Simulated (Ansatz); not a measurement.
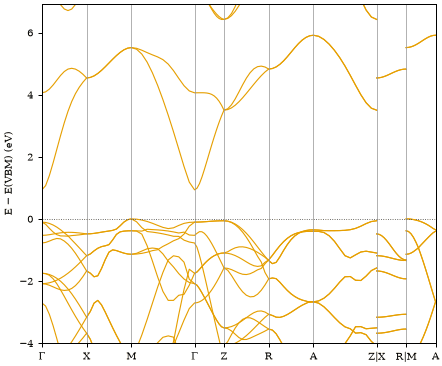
Fig. 1. Band structure from the program Ansatz at the PBEsol level (PAW)

**Question.** Read off the gap and where the band edges lie.

**Answer.** About 0.9 eV (0.94 eV by a search for the band edges); maximum at M, minimum at Γ.

The material is SnO$_{2}$ in space group P4_2/nmc (No. 137; Sn on 2a, O on 4d).

The cell is a constructed one: a structure type filled with these elements; neither database checked (COD, Materials Project) lists it. It is not the phase usual at ambient conditions (space group No. 136). The cell was relaxed with PBEsol under the symmetry of its start. At this level the phase is dynamically unstable (imaginary phonons). Spin–orbit coupling is left out wherever it is not named.

Potentials: the earlier of the program's two PAW sets. The files were generated under PBE; for other functionals the program regenerates the frozen cores, and for LDA and PBEsol the local potential too.
